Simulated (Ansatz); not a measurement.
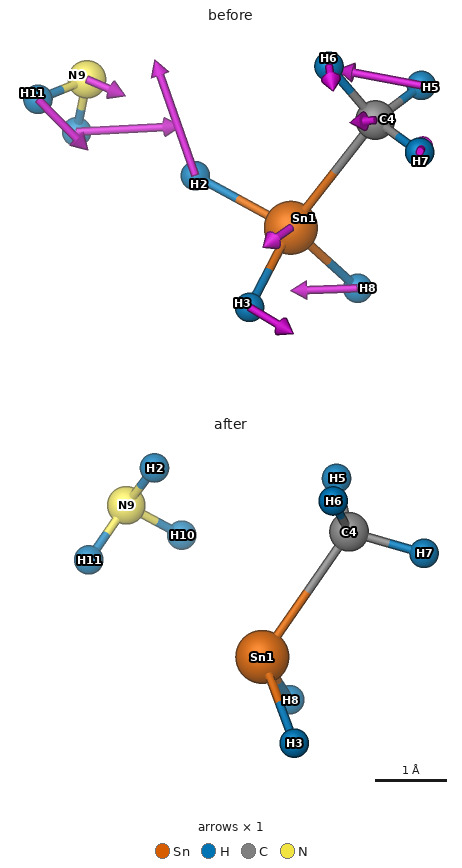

The structure of CH₈NSn (multiplicity 2) before (top) and after (bottom) a relaxation, at one scale. The purple arrows give the displacements, at their true length.

Style: ball-and-stick. Shown at a tilt.

The run prepares an end point of a later path (reaction) calculation, from a guessed geometry.

Theory: UKS r2SCAN/def2-SVP in Ansatz. Settings: collinear spin; force threshold 0.03 eV/Å; at most 50 steps.

**Describe what moved and what it gained.**

The relaxation stopped without meeting its thresholds, so the last structure isn't shown to be converged. It used up its limit of 50 steps. The energy falls by 35.5 kcal/mol in 46 accepted moves (49 points after the start). Largest force component: 0.15 eV/Å at the start, 0.05 eV/Å at the end. The line search rejected the trial steps at points 23, 29, 45 of the run. The forces were under the threshold at step 8, but the run went on from there. The largest move after the best rigid fit is that of H2, 1.75 Å. By element the largest moves are H 1.75 Å, Sn 0.64 Å, N 0.62 Å, C 0.42 Å. Near-neighbour distances that change, for instance: Sn1–H2 1.735 → 3.314 Å, H2–N9 2.260 → 1.021 Å, Sn1–C4 2.158 → 2.177 Å, Sn1–H3 1.717 → 1.735 Å. New bonds form, among them: H2–N9 (2.26 → 1.02 Å). Bonds break, among them: Sn1–H2 (1.73 → 3.31 Å). Among the angles between lasting bonds that change: H10–N9–H11 100.8° → 106.6°. The run took 110 s on 4 threads of Arm Neoverse V2, on a shared host, peak memory 0.23 GiB.

Limits of the set-up: the start holds two separate molecules, 2.3 Å apart at their closest, whose relative position is a soft coordinate and is computed without a dispersion correction.
